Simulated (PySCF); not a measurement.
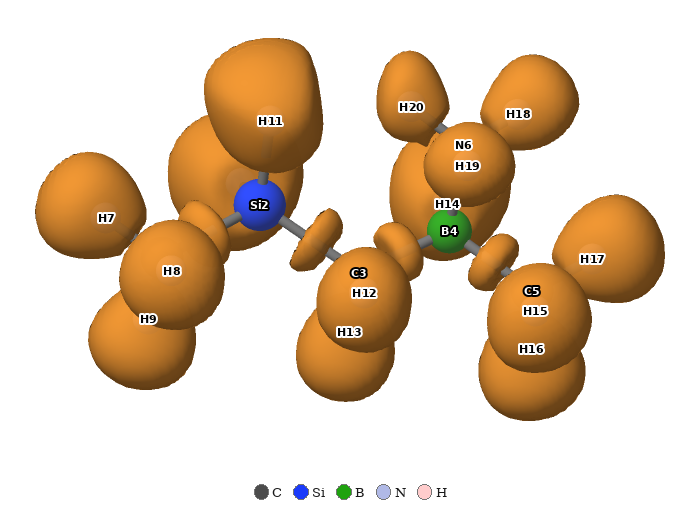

Figure 1: C3H14BNSi. Isosurface of the electron localisation function at 0.85 (orange), seen across its widest extent. Only the valence region is drawn (cores and ρ < 0.01 e/Å³ removed).

Geometry: GFN2-xTB.

Level of theory: PySCF, PBE0/pcSseg-1, SCF density, gas phase, non-relativistic.

Input file:

```
{"job": {"kind": "nmr", "xc": "PBE0", "basis": "pcSseg-1"}, "charge": 0, "multiplicity": 1}
C      2.982217     0.748519    -1.080019
Si     1.720361     0.397680     0.295916
C      0.164581    -0.433058    -0.381188
B     -1.058626    -0.666958     0.671646
C     -2.389739    -1.288936    -0.020344
N     -1.508921     0.850435     1.151966
H      3.861312     1.249562    -0.686811
H      2.562950     1.383526    -1.855048
H      3.313296    -0.170276    -1.554924
H      2.373107    -0.375240     1.360534
H      1.383371     1.721757     0.903362
H     -0.190721     0.130131    -1.251097
H      0.461849    -1.404573    -0.781174
H     -0.725890    -1.230717     1.668022
H     -2.715777    -0.720023    -0.892441
H     -2.218684    -2.306883    -0.361519
H     -3.235283    -1.332819     0.667693
H     -2.256380     0.789567     1.833995
H     -1.829886     1.351398     0.330382
H     -0.698284     1.317586     1.544074
```

Command:

```sh
OMP_NUM_THREADS=1 python probes_run.py task.json out
```

Identify the bonds, lone pairs and shells in this picture.

The ELF exceeds this value in two regions between bonded B–C atoms (shared pairs), one region between bonded B–N atoms (shared pairs), two regions between bonded C–Si atoms (shared pairs) and 14 regions around hydrogen nuclei. Profiles from the grid: C–B (1.62 Å): the ELF peaks at about 1 between the atoms, as expected for a shared electron pair. B–N (1.65 Å): the ELF peaks at about 0.95 between the atoms, as expected for a polar covalent bond.
